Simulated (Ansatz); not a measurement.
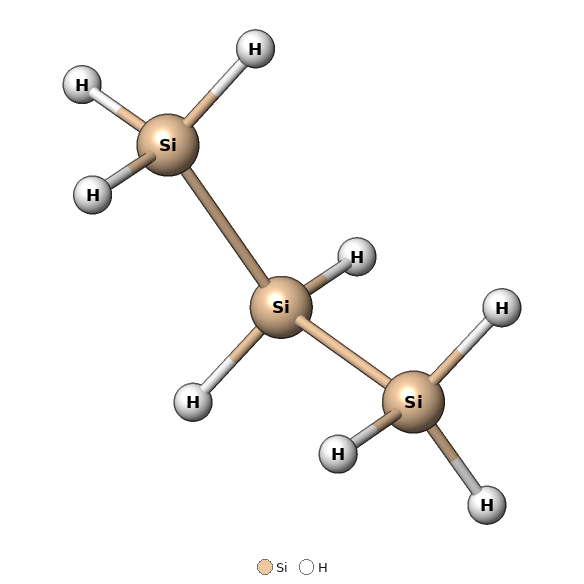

Harmonic vibrations computed with RKS PBE0-D4/def2-TZVP (Ansatz 0.2.0) at a stationary point of the same level.

Q: Is this a minimum or a saddle point?

A: A minimum: no imaginary frequency, and the lowest mode lies at 87 cm⁻¹.

Q: List the wavenumbers.

A: 27 modes: 87, 93, 102, 309, 390, 410, 427, 463, 562, 589, 702, 707, 867, 880, 918, 936, 937, 941, 944, 2200, 2209, 2212, 2217, 2224, 2225, 2227, 2229 cm⁻¹.
